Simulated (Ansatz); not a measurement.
Geometry relaxation of C2H7CdN (part 1 of 2)

- system: C2H7CdN, SMILES C[CH2][Cd][NH2]
- method: RKS PBE0/def2-SVP (Ansatz 0.2.0)

It belongs to a series of runs on one base structure; here: end point B relaxed.

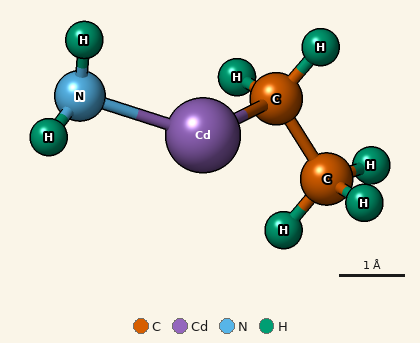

The structure as given in the input (ball-and-stick view, seen at a tilt). Sticks mark near contacts.

Summary

- outcome: converged
- total energy: −8234.4784 eV
- mean-field energy: −8234.4784 eV
- largest force (length of the vector) at the end: 0.002 eV/Å
- hardware: 2 threads of Arm Neoverse V1, 24 GiB of memory available, shared host
- wall time: 1.8 min (CPU time 3.6 min)
- peak memory: 0.24 GiB

The input
```yaml
crystal:
  periodic: [false, false, false]
  atoms:
    - { symbol: C, position_ang: [-0.74187, 1.18549, 0.60584] }
    - { symbol: C, position_ang: [-0.81243, -0.24924, 1.12226] }
    - { symbol: Cd, position_ang: [0.17709, -1.46909, -0.4188] }
    - { symbol: "N", position_ang: [-0.27043, -3.42031, -1.04921] }
    - { symbol: H, position_ang: [-1.35991, 1.31211, -0.28891] }
    - { symbol: H, position_ang: [-1.10536, 1.89133, 1.35826] }
    - { symbol: H, position_ang: [0.2898, 1.4612, 0.36224] }
    - { symbol: H, position_ang: [-1.84862, -0.52501, 1.32286] }
    - { symbol: H, position_ang: [-0.24058, -0.33839, 2.05164] }
    - { symbol: H, position_ang: [0.03484, -3.65131, -1.99489] }
    - { symbol: H, position_ang: [0.21585, -4.09545, -0.4543] }
basis:
  gaussian: { orbitals: def2-SVP }
hamiltonian:
  xc: pbe0
relax:
  f_tol: 0.015
  max_steps: 40
```

Run as:
```bash
ansatz run input.yaml --threads 2 --pin off --max-ram 3072MiB --backend cpu --events-out ev --progress --plain --runs-dir out
```

Log
```
The last accepted step is kept in [file] (removed where the run ends without a failure and the disk answers)
Engine: ansatz 0.2.0, aarch64-unknown-linux-gnu
Functional definition: PBE0
  parameter a = 0.25
  parameter kappa = 0.804
  parameter beta = 0.06672455060314922
  exchange = (1 - a)*pbe_x(kappa = kappa, mu = beta*pi^2/3) + a*exact_x
  correlation = pbe_c(beta = beta)
1213 factors; integrals over basis functions are off by at most 3.6e-4 eV
mean field evaluation 1: about -8219.7003 eV, gradient 7.6e1 eV
mean field evaluation 2: about -8178.1667 eV, gradient 1.3e2 eV
mean field evaluation 4: about -8233.2504 eV, gradient 1.1e1 eV
mean field evaluation 8: about -8233.6669 eV, gradient 4.4e-1 eV
mean field evaluation 16: about -8233.6677 eV, gradient 6.3e-5 eV
mean field -8233.66771295 eV, -302.5817074705 hartree, gradient 6.2e-5 eV, S^2 0.000000; 0 other end points of the search recorded, 0 dependent functions left out
the calculation of the forces begins
reference -8233.66774732 eV, -302.5817087337 hartree; 23, 23 occupied and 85, 85 virtual orbitals, 1213 factors
relax step   1: F+E_penalty+E_count = -8233.66771295 eV  Δ(F+E_penalty+E_count) = +0.000e0 eV  max|allowed force component| = 1.279e0 eV/Å  Δτ_max = 0.0000 Å  (28 SCF iters, accepted)
these checks for a lower state are left out or cut short: starts, cluster_reference, orbital_swaps, neighbouring_geometries, increment
1213 factors; integrals over basis functions are off by at most 3.8e-4 eV
mean field -8234.08585982 eV, -302.5970740846 hartree, gradient 9.2e-6 eV, S^2 0.000000; 0 other end points of the search recorded, 0 dependent functions left out
[... from here on the field's lines of each further geometry are left out, up to the last ...]
relax step   2: F+E_penalty+E_count = -8234.08585982 eV  Δ(F+E_penalty+E_count) = -4.181e-1 eV  max|allowed force component| = 8.636e-1 eV/Å  Δτ_max = 0.1922 Å  (33 SCF iters, accepted)
relax step   3: F+E_penalty+E_count = -8234.29412797 eV  Δ(F+E_penalty+E_count) = -2.083e-1 eV  max|allowed force component| = 3.640e-1 eV/Å  Δτ_max = 0.1947 Å  (32 SCF iters, accepted)
relax step   4: F+E_penalty+E_count = -8234.40605383 eV  Δ(F+E_penalty+E_count) = -1.119e-1 eV  max|allowed force component| = 4.649e-1 eV/Å  Δτ_max = 0.2000 Å  (32 SCF iters, accepted)
relax step   5: F+E_penalty+E_count = -8234.38560116 eV  Δ(F+E_penalty+E_count) = +2.045e-2 eV  max|allowed force component| = 1.596e0 eV/Å  Δτ_max = 0.1930 Å  (32 SCF iters, rejected (line search))
relax step   6: F+E_penalty+E_count = -8234.44561225 eV  Δ(F+E_penalty+E_count) = -3.956e-2 eV  max|allowed force component| = 2.138e-1 eV/Å  Δτ_max = 0.0965 Å  (32 SCF iters, accepted)
relax step   7: F+E_penalty+E_count = -8234.46603390 eV  Δ(F+E_penalty+E_count) = -2.042e-2 eV  max|allowed force component| = 8.127e-2 eV/Å  Δτ_max = 0.0999 Å  (31 SCF iters, accepted)
relax step   8: F+E_penalty+E_count = -8234.47248484 eV  Δ(F+E_penalty+E_count) = -6.451e-3 eV  max|allowed force component| = 5.146e-2 eV/Å  Δτ_max = 0.0890 Å  (30 SCF iters, accepted)
relax step   9: F+E_penalty+E_count = -8234.47399419 eV  Δ(F+E_penalty+E_count) = -1.509e-3 eV  max|allowed force component| = 1.607e-1 eV/Å  Δτ_max = 0.0963 Å  (31 SCF iters, accepted)
relax step  10: F+E_penalty+E_count = -8234.47493574 eV  Δ(F+E_penalty+E_count) = -9.416e-4 eV  max|allowed force component| = 4.072e-2 eV/Å  Δτ_max = 0.0260 Å  (32 SCF iters, accepted)
relax step  11: F+E_penalty+E_count = -8234.47540856 eV  Δ(F+E_penalty+E_count) = -4.728e-4 eV  max|allowed force component| = 1.530e-2 eV/Å  Δτ_max = 0.0425 Å  (32 SCF iters, accepted)
relax step  12: F+E_penalty+E_count = -8234.45293055 eV  Δ(F+E_penalty+E_count) = +2.248e-2 eV  max|allowed force component| = 9.725e-1 eV/Å  Δτ_max = 0.1973 Å  (31 SCF iters, rejected (line search))
relax step  13: F+E_penalty+E_count = -8234.47574679 eV  Δ(F+E_penalty+E_count) = -3.382e-4 eV  max|allowed force component| = 2.064e-2 eV/Å  Δτ_max = 0.0361 Å  (32 SCF iters, accepted)
relax step  14: F+E_penalty+E_count = -8234.47434252 eV  Δ(F+E_penalty+E_count) = +1.404e-3 eV  max|allowed force component| = 3.000e-1 eV/Å  Δτ_max = 0.0982 Å  (32 SCF iters, rejected (line search))
relax step  15: F+E_penalty+E_count = -8234.47565531 eV  Δ(F+E_penalty+E_count) = +9.148e-5 eV  max|allowed force component| = 8.778e-2 eV/Å  Δτ_max = 0.0491 Å  (32 SCF iters, rejected (line search))
relax step  16: F+E_penalty+E_count = -8234.47598167 eV  Δ(F+E_penalty+E_count) = -2.349e-4 eV  max|allowed force component| = 6.638e-3 eV/Å  Δτ_max = 0.0235 Å  (32 SCF iters, accepted)
relax step  17: F+E_penalty+E_count = -8234.47630548 eV  Δ(F+E_penalty+E_count) = -3.238e-4 eV  max|allowed force component| = 7.092e-2 eV/Å  Δτ_max = 0.0488 Å  (32 SCF iters, accepted)
relax step  18: F+E_penalty+E_count = -8234.47644409 eV  Δ(F+E_penalty+E_count) = -1.386e-4 eV  max|allowed force component| = 1.189e-1 eV/Å  Δτ_max = 0.0468 Å  (32 SCF iters, accepted)
relax step  19: F+E_penalty+E_count = -8234.47687875 eV  Δ(F+E_penalty+E_count) = -4.347e-4 eV  max|allowed force component| = 3.966e-2 eV/Å  Δτ_max = 0.0174 Å  (33 SCF iters, accepted)
relax step  20: F+E_penalty+E_count = -8234.47714900 eV  Δ(F+E_penalty+E_count) = -2.703e-4 eV  max|allowed force component| = 3.503e-3 eV/Å  Δτ_max = 0.0316 Å  (32 SCF iters, accepted)
relax step  21: F+E_penalty+E_count = -8234.47174917 eV  Δ(F+E_penalty+E_count) = +5.400e-3 eV  max|allowed force component| = 4.801e-1 eV/Å  Δτ_max = 0.1444 Å  (31 SCF iters, rejected (line search))
relax step  22: F+E_penalty+E_count = -8234.47723511 eV  Δ(F+E_penalty+E_count) = -8.611e-5 eV  max|allowed force component| = 1.198e-1 eV/Å  Δτ_max = 0.0704 Å  (32 SCF iters, accepted)
relax step  23: F+E_penalty+E_count = -8234.47759551 eV  Δ(F+E_penalty+E_count) = -3.604e-4 eV  max|allowed force component| = 3.110e-2 eV/Å  Δτ_max = 0.0053 Å  (26 SCF iters, accepted)
relax step  24: F+E_penalty+E_count = -8234.47777207 eV  Δ(F+E_penalty+E_count) = -1.766e-4 eV  max|allowed force component| = 2.049e-3 eV/Å  Δτ_max = 0.0232 Å  (32 SCF iters, accepted)
relax step  25: F+E_penalty+E_count = -8234.47699257 eV  Δ(F+E_penalty+E_count) = +7.795e-4 eV  max|allowed force component| = 2.156e-1 eV/Å  Δτ_max = 0.0935 Å  (32 SCF iters, rejected (line search))
relax step  26: F+E_penalty+E_count = -8234.47796850 eV  Δ(F+E_penalty+E_count) = -1.964e-4 eV  max|allowed force component| = 3.441e-2 eV/Å  Δτ_max = 0.0456 Å  (32 SCF iters, accepted)
relax step  27: F+E_penalty+E_count = -8234.47782018 eV  Δ(F+E_penalty+E_count) = +1.483e-4 eV  max|allowed force component| = 1.252e-1 eV/Å  Δτ_max = 0.0560 Å  (32 SCF iters, rejected (line search))
relax step  28: F+E_penalty+E_count = -8234.47809776 eV  Δ(F+E_penalty+E_count) = -1.293e-4 eV  max|allowed force component| = 2.223e-2 eV/Å  Δτ_max = 0.0272 Å  (32 SCF iters, accepted)
relax step  29: F+E_penalty+E_count = -8234.47810413 eV  Δ(F+E_penalty+E_count) = -6.368e-6 eV  max|allowed force component| = 8.117e-2 eV/Å  Δτ_max = 0.0494 Å  (32 SCF iters, accepted)
relax step  30: F+E_penalty+E_count = -8234.47825958 eV  Δ(F+E_penalty+E_count) = -1.554e-4 eV  max|allowed force component| = 3.644e-2 eV/Å  Δτ_max = 0.0072 Å  (25 SCF iters, accepted)
the calculation of the forces begins
reference -8234.47837364 eV, -302.6114987013 hartree; 23, 23 occupied and 85, 85 virtual orbitals, 1213 factors
relax step  31: F+E_penalty+E_count = -8234.47833932 eV  Δ(F+E_penalty+E_count) = -7.974e-5 eV  max|allowed force component| = 1.250e-3 eV/Å  Δτ_max = 0.0120 Å  (25 SCF iters, accepted)
```

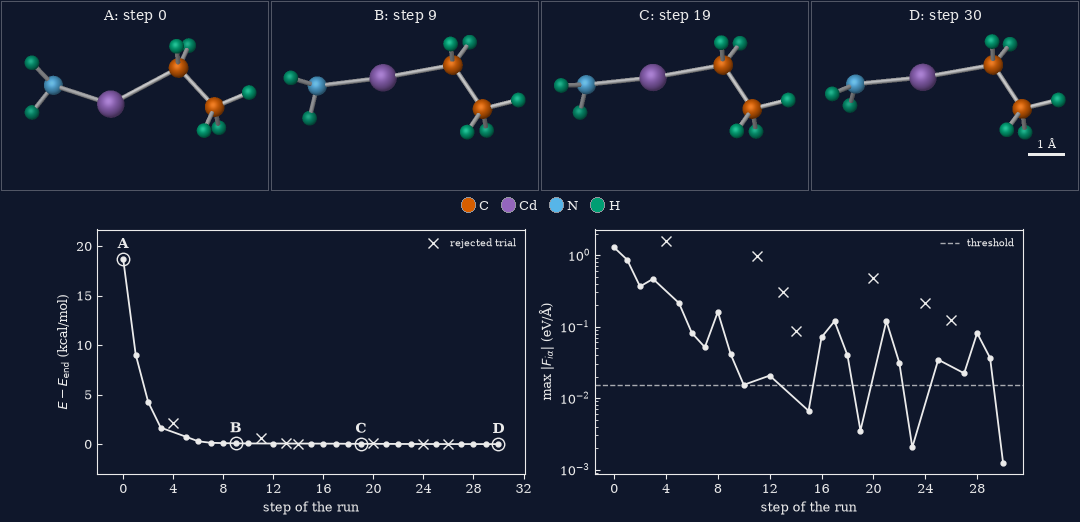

Frames of the relaxation (ball-and-stick view, seen at a tilt) above the curves, on which the letters mark them (the first geometry is step 0 here and step 1 in the log).

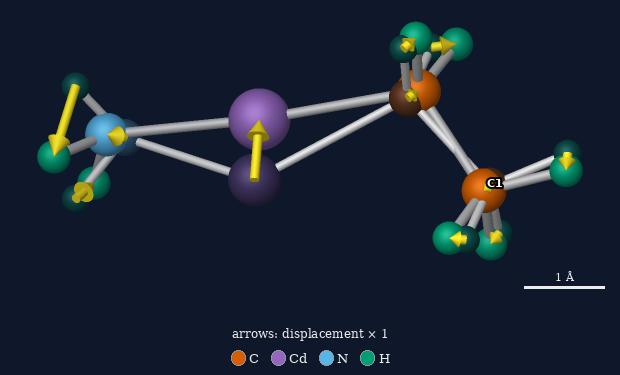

Start (faint) and end (solid) with the displacements as yellow arrows, at true length (ball-and-stick view, seen at a tilt). The two geometries are laid on each other by the best rigid fit. Over 30 geometry steps the energy falls by 18.7 kcal/mol. Largest force component: 1.3 eV/Å at the start, 0.0013 eV/Å at the end. The line search rejected the trial steps at points 4, 11, 13, 14, 20, 24, 26 (counted from 0) and went back. H11 moves most after the best rigid fit: 1.02 Å. Largest moves by element: H 1.02 Å, Cd 0.86 Å, N 0.31 Å, C 0.17 Å. Distances before and after: C2–Cd3 2.200 → 2.114 Å, Cd3–N4 2.099 → 2.014 Å, C1–H5 1.095 → 1.102 Å, C1–H7 1.095 → 1.102 Å. Among the angles that change: C2–Cd3–N4 129.0° → 175.7°, C1–C2–Cd3 105.3° → 115.4°, Cd3–C2–H8 114.6° → 107.3°. (Atoms are counted from 1 in the order of the input.)

```
1213 factors; integrals over basis functions are off by at most 3.9e-4 eV
mean field -8234.47833932 eV, -302.6114974401 hartree, gradient 1.7e-5 eV, S^2 0.000000; 1 other end points of the search recorded, 0 dependent functions left out
the calculation of the forces begins
reference -8234.47837364 eV, -302.6114987013 hartree; 23, 23 occupied and 85, 85 virtual orbitals, 1213 factors
Total energy: -8234.47837364 eV, -302.6114987013 hartree
Atom 0 at    -0.641856     1.162229     0.562895 Å, force     0.000001    -0.000034     0.000658 eV/Å
Atom 1 at    -0.960273    -0.189685     1.194948 Å, force    -0.000444     0.000406    -0.000408 eV/Å
Atom 2 at    -0.443753    -1.877447     0.031105 Å, force     0.000005    -0.000845     0.000390 eV/Å
Atom 3 at    -0.023357    -3.569744    -0.976890 Å, force     0.000870     0.000587    -0.000324 eV/Å
Atom 4 at    -1.172382     1.311665    -0.391262 Å, force     0.000257    -0.000115    -0.000304 eV/Å
Atom 5 at    -0.930115     2.000498     1.221936 Å, force    -0.000078     0.000488     0.000167 eV/Å
Atom 6 at     0.432952     1.279811     0.350424 Å, force     0.000307    -0.000023     0.000116 eV/Å
Atom 7 at    -2.036635    -0.266632     1.423697 Å, force    -0.000023    -0.000019    -0.000399 eV/Å
Atom 8 at    -0.443024    -0.294469     2.163736 Å, force    -0.000096    -0.000022     0.000121 eV/Å
Atom 9 at    -0.405256    -3.637428    -1.918514 Å, force    -0.001250    -0.000799     0.000424 eV/Å
Atom 10 at     0.962079    -3.817467    -1.045085 Å, force     0.000452     0.000377    -0.000441 eV/Å
Dipole moment:     0.083960     0.171534    -0.092870 e Å
```

Trajectory as extended XYZ (Å, eV, eV/Å), 19 of the 31 frames kept, from step=1 to step=31
```
11
Properties=species:S:1:pos:R:3:forces:R:3 step=1 energy=-8233.66771
C    -0.7419    1.1855    0.6058   -0.1279  -0.1855   0.4411
C    -0.8124   -0.2492    1.1223    1.0835   0.8620  -0.8504
Cd    0.1771   -1.4691   -0.4188   -1.2794  -1.1541   0.9257
N    -0.2704   -3.4203   -1.0492    0.5862   0.5247  -0.3261
H    -1.3599    1.3121   -0.2889   -0.0470   0.1438  -0.2222
H    -1.1054    1.8913    1.3583   -0.1448   0.4232   0.1670
H     0.2898    1.4612    0.3622    0.1049   0.2467  -0.0847
H    -1.8486   -0.5250    1.3229   -0.2201  -0.5164  -0.1439
H    -0.2406   -0.3384    2.0516    0.0816  -0.1441   0.2005
H     0.0348   -3.6513   -1.9949   -0.0764  -0.1699  -0.1169
H     0.2158   -4.0954   -0.4543    0.0394  -0.0305   0.0100
11
Properties=species:S:1:pos:R:3:forces:R:3 step=3 energy=-8234.29413
C    -0.7412    1.2563    0.6239    0.0661  -0.0485  -0.0982
C    -0.7570   -0.1790    1.1111   -0.0499  -0.1909  -0.0718
Cd   -0.0913   -1.6719   -0.2308   -0.3640  -0.3067   0.1306
N    -0.2133   -3.4889   -1.1108    0.2409  -0.0544   0.0708
H    -1.3515    1.3689   -0.2870    0.0176   0.1054   0.0302
H    -1.1297    1.9639    1.3750   -0.0206   0.0478   0.0206
H     0.2834    1.5661    0.3674   -0.0253   0.1641   0.0149
H    -1.7887   -0.5455    1.2865    0.0995   0.1993   0.0925
H    -0.2138   -0.3111    2.0607    0.0152   0.0774  -0.0022
H     0.0920   -3.6780   -2.0629    0.0500   0.0922  -0.0156
H     0.2494   -4.1794   -0.5162   -0.0295  -0.0857  -0.1718
11
Properties=species:S:1:pos:R:3:forces:R:3 step=4 energy=-8234.40605
C    -0.7241    1.2464    0.6049    0.0494   0.0266  -0.1272
C    -0.7968   -0.1780    1.1297   -0.1581  -0.0049   0.1266
Cd   -0.2335   -1.7631   -0.1290   -0.1824  -0.2096  -0.1022
N    -0.1828   -3.5296   -1.0962    0.4649  -0.4250  -0.0053
H    -1.2916    1.3575   -0.3331    0.0017   0.0800   0.0124
H    -1.1373    1.9807    1.3204    0.0256  -0.0438  -0.0023
H     0.3127    1.5511    0.3885   -0.0222   0.0274   0.0032
H    -1.8410   -0.4425    1.3895    0.1113   0.0817   0.0267
H    -0.2174   -0.2948    2.0586    0.0183   0.0629   0.0753
H     0.0375   -3.6020   -2.0937   -0.0412   0.1516   0.2681
H     0.4126   -4.2244   -0.6228   -0.2674   0.2532  -0.2752
```
